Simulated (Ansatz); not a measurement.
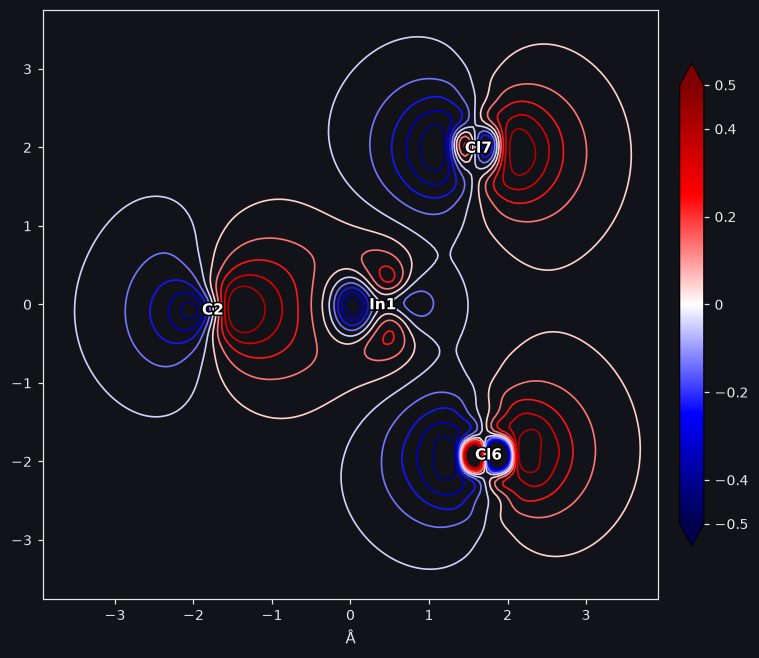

*CH3Cl2In···HF. The HOMO on the plane of atoms C2, In1 and Cl6 (values in Å⁻³ᐟ²; the overall sign is arbitrary).*

Core potentials replace the inner electrons of In; not at a stationary point (largest force 0.5 eV/Å).

Computed with RKS CAM-B3LYP-D4/def2-SVP (Ansatz 0.2.0).

Input

```
crystal:
  periodic: [false, false, false]
  atoms:
    - { symbol: In, position_ang: [0.0, 0.0, 0.0] }
    - { symbol: C, position_ang: [0.0, 0.0, 2.53] }
    - { symbol: H, position_ang: [-0.9996, -0.3092, 2.9005] }
    - { symbol: H, position_ang: [0.7676, -0.7111, 2.9005] }
    - { symbol: H, position_ang: [0.232, 1.0203, 2.9005] }
    - { symbol: Cl, position_ang: [2.113, 0.0, -1.22] }
    - { symbol: Cl, position_ang: [-2.113, 0.0, -1.22] }
    - { symbol: F, position_ang: [-0.2818, -2.0687, 0.6937] }
    - { symbol: H, position_ang: [-0.1904, -1.3982, 1.8862] }
basis:
  gaussian: { orbitals: def2-SVP }
hamiltonian:
  xc: cam_b3lyp
  dispersion: d4
relax:
  f_tol: 0.15
  max_steps: 25
  restrain:
    - { distance: [0, 7], at: 3.1, k: 30.0 }
    - { distance: [8, 1], at: 2.31, k: 30.0 }
    - { distance: [0, 1], at: 2.18, k: 30.0 }
    - { distance: [8, 7], at: 0.92, k: 30.0 }
output:
  orbitals: {}
```

Command:

```sh
ansatz run input.yaml --threads 4 --pin off --max-ram 5120MiB --backend cpu --events-out ev --progress --plain --runs-dir out
```

The fields are those of the run's last geometry, not of the input's.

What is the character of this orbital?

Answer. By Hirshfeld shares it lies mainly on Cl6 (about 35 %), Cl7 (about 35 %), C2 (about 20 %) and In1 (about 10 %). Its energy is −9.69 eV.
